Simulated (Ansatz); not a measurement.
# SiPH5O2 (SMILES O[SiH2]OP) at CCSD/6-31G(d) (spherical functions)

What is the vertical singlet–triplet gap of SiPH5O2 at CCSD/6-31G* (spherical functions)? 

Program for the calculation: Ansatz 0.2.0.

84 further runs of the same task are left out: 84 set aside as unsound or not needed.

## 1. The molecule

The species is SiPH5O2 (9 atoms), meant as a singlet with charge 0. As SMILES, `O[SiH2]OP`. Geometry: relaxed at PBE0-D4/def2-TZVP. This is one conformer, not always the lowest.

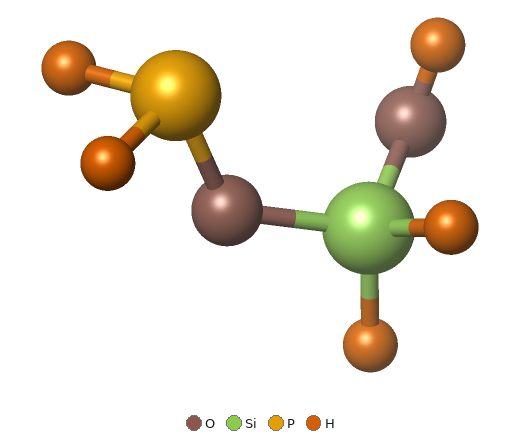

Viewed from a chosen angle; oxygen brown, silicon green, phosphorus amber, hydrogen orange.

## 2. The energy at CCSD/6-31G(d) (spherical functions)

The input, run.yaml:

```yaml
crystal:
  periodic: [false, false, false]
  atoms:
    - {symbol: O, position_ang: [-0.307900, 1.144300, -1.642900]}
    - {symbol: Si, position_ang: [0.817700, 0.562000, -0.606400]}
    - {symbol: O, position_ang: [0.302400, -0.778100, 0.201800]}
    - {symbol: P, position_ang: [-0.942200, -0.834900, 1.277600]}
    - {symbol: H, position_ang: [-0.998700, 1.706900, -1.290600]}
    - {symbol: H, position_ang: [1.170600, 1.605300, 0.391300]}
    - {symbol: H, position_ang: [1.964500, 0.123500, -1.421100]}
    - {symbol: H, position_ang: [-0.305900, -1.590900, 2.302600]}
    - {symbol: H, position_ang: [-1.612000, -1.984300, 0.770600]}
basis:
  gaussian:
    orbitals: 6-31G_st_-spherical.json
correlation:
  method: ccsd
  frozen_orbitals: {H: 0, O: 1, P: 5, Si: 5}
accuracy: high
scf:
  omitted_lower_state_checks: [cluster_reference, increment]
```

The basis set 6-31G* is read from a file made from the Basis Set Exchange's data (not shown).

Run with:

```console
ansatz run run.yaml --threads 1 --pin off --max-ram 3480MiB --events-out events.jsonl --progress --plain --runs-dir runs
```

The program printed, shortened:

```text
Warning: RAYON_NUM_THREADS=1 ignored (pool sized by the plan → 1); use --threads N
Functional definition: HF
  name "HF"
[...]
1669 factors; integrals over basis functions are off by at most 4.4e-9 eV
[...]
mean field -21288.73132649 eV, -782.3464462280 hartree, gradient 1.1e-8 eV, S^2 0.000000; 0 other end points of the search recorded, 0 dependent functions left out
12 core orbitals not correlated: weight in the atoms' cores, before any rotation towards them, 1.000 or more for the frozen orbitals, at most 0.000 for the correlated occupied ones
reference -21288.73132649 eV, -782.3464462280 hartree; 13, 13 occupied and 49, 49 virtual orbitals, 1669 factors
second order -14.48670646 eV of doubles, -0.00000000 eV of singles
cycle   1  -14.97799713 eV  change   -4.9e-1 eV  update   9.8e-2
[...]
cycle  20  -15.52931985 eV  change   4.2e-10 eV  update   3.1e-9
Total energy: -21304.26064634 eV, -782.9171382065 hartree
Checks for a lower state left out: cluster_reference, increment
```

Run time: 3.9 s. Hardware: 1 thread of AMD EPYC 9R45 (Zen 5), shared host; peak memory 0.33 GiB.

## 3. The triplet

The input, molecule.yaml:

```yaml
crystal:
  periodic: [false, false, false]
  atoms:
    - symbol: O
      position_ang: [-0.307900, 1.144300, -1.642900]
    - symbol: Si
      position_ang: [0.817700, 0.562000, -0.606400]
    - symbol: O
      position_ang: [0.302400, -0.778100, 0.201800]
    - symbol: P
      position_ang: [-0.942200, -0.834900, 1.277600]
    - symbol: H
      position_ang: [-0.998700, 1.706900, -1.290600]
    - symbol: H
      position_ang: [1.170600, 1.605300, 0.391300]
    - symbol: H
      position_ang: [1.964500, 0.123500, -1.421100]
    - symbol: H
      position_ang: [-0.305900, -1.590900, 2.302600]
    - symbol: H
      position_ang: [-1.612000, -1.984300, 0.770600]
basis:
  gaussian:
    orbitals: 6-31G_st_-spherical.json
magnetization:
  spin_polarized: true
  initial_magnetization: 2
correlation:
  method: ccsd
  frozen_orbitals: {H: 0, O: 1, P: 5, Si: 5}
accuracy: high
scf:
  omitted_lower_state_checks: [cluster_reference, increment]
```

The basis set 6-31G* is read from a file made from the Basis Set Exchange's data (not shown).

Run with:

```console
ansatz run molecule.yaml --threads 1 --pin off --max-ram 3480MiB --events-out events.jsonl --progress --plain --runs-dir runs
```

The program printed, shortened:

```text
Warning: RAYON_NUM_THREADS=1 ignored (pool sized by the plan → 1); use --threads N
[... 2 set-up lines as earlier in the session ...]
[...]
1669 factors; integrals over basis functions are off by at most 4.4e-9 eV
[...]
mean field -21284.08934445 eV, -782.1758565346 hartree, gradient 3.0e-8 eV, S^2 2.010368; 3 other end points of the search recorded, 0 dependent functions left out
12 core orbitals not correlated: weight in the atoms' cores, before any rotation towards them, 1.000 or more for the frozen orbitals, at most 0.000 for the correlated occupied ones
reference -21284.08934445 eV, -782.1758565346 hartree; 14, 12 occupied and 48, 50 virtual orbitals, 1669 factors
second order -14.27875488 eV of doubles, -0.00000000 eV of singles
cycle   1  -14.67572941 eV  change   -4.0e-1 eV  update   1.1e-1
[...]
cycle  32  -15.26451164 eV  change    1.0e-9 eV  update   2.8e-9
Total energy: -21299.35385609 eV, -782.7368169907 hartree
Checks for a lower state left out: cluster_reference, increment
```

Run time: 14 s. Hardware: 1 thread of AMD EPYC 9R45 (Zen 5), shared host; peak memory 0.58 GiB.

## 4. Results

At CCSD/6-31G* (spherical functions), 12 core orbitals frozen:

| quantity | value |
| --- | --- |
| singlet: total energy | -782.91714 Eh |
| singlet: correlation energy (12 core orbitals frozen) | -570.7 mEh |
| singlet: T1 diagnostic | 0.013 |
| triplet: total energy | -782.73682 Eh |
| triplet: correlation energy (12 core orbitals frozen) | -561.0 mEh |
| triplet: ⟨S²⟩ of the reference determinant | 2.010 |
| triplet: T1 diagnostic | 0.018 |
| vertical energy of the triplet above the singlet | 4.907 eV |

What this shows: At this shape the triplet lies 4.91 eV (473 kJ/mol) above the singlet.
